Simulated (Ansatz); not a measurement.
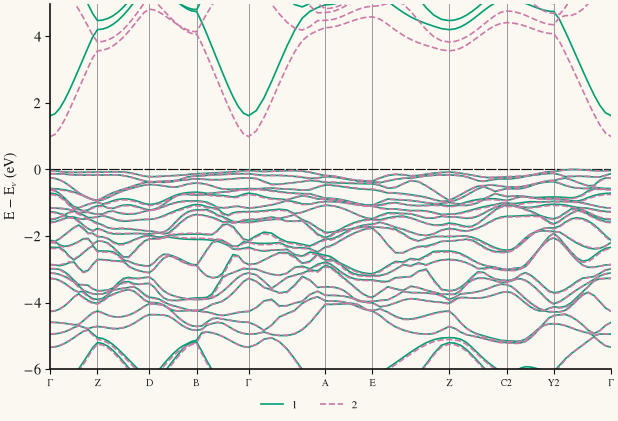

Band structures of Sn3GeO8, space group P2 (No. 3), 12 atoms in the cell, by two methods on the same cell. Each is counted from its own valence-band top.

Which curve is which? The methods: PBE, r2SCAN.

1 is r2SCAN; 2 is PBE. r2SCAN gives a gap of 1.62 eV along the path and PBE gives a gap of 0.99 eV along the path.

Settings. r2SCAN: DFT r2SCAN, scalar-relativistic, plane waves, PAW, no spin polarisation, 6×6×6 k mesh, 500 eV cutoff, Gaussian smearing of 0.02 eV (Ansatz). PBE: DFT PBE, scalar-relativistic, plane waves, PAW, no spin polarisation, 6×6×6 k mesh, 420 eV cutoff, Gaussian smearing of 0.02 eV (Ansatz 0.2.0).

The structure is an invented one, so it need not be a known or stable phase.
